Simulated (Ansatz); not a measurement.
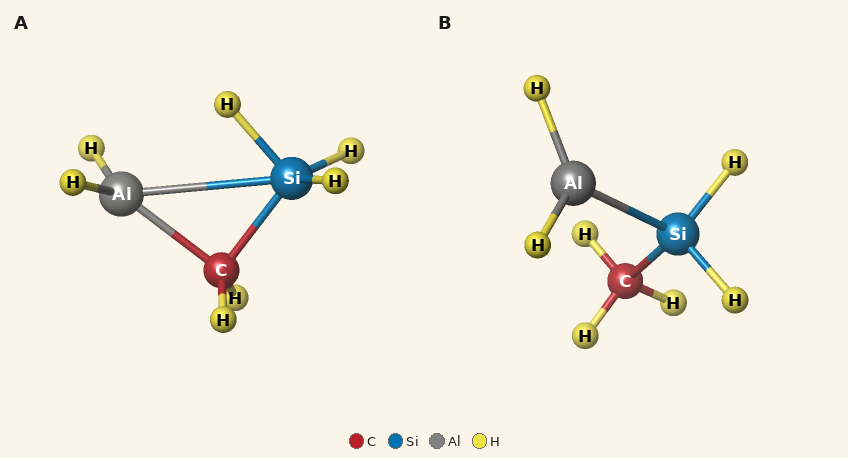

2 stationary structures of one formula. Geometries: PBE0-D4/def2-TZVP. Electronic energies: ωB97M-V/def2-TZVPP (Ansatz 0.2.0), without zero-point energy. No frequency run is at hand to confirm each as a minimum. Each is one conformer, not always the lowest.

> Which is lowest in energy, and by how much?

A is lowest; B lies 4.9 kcal/mol above it.
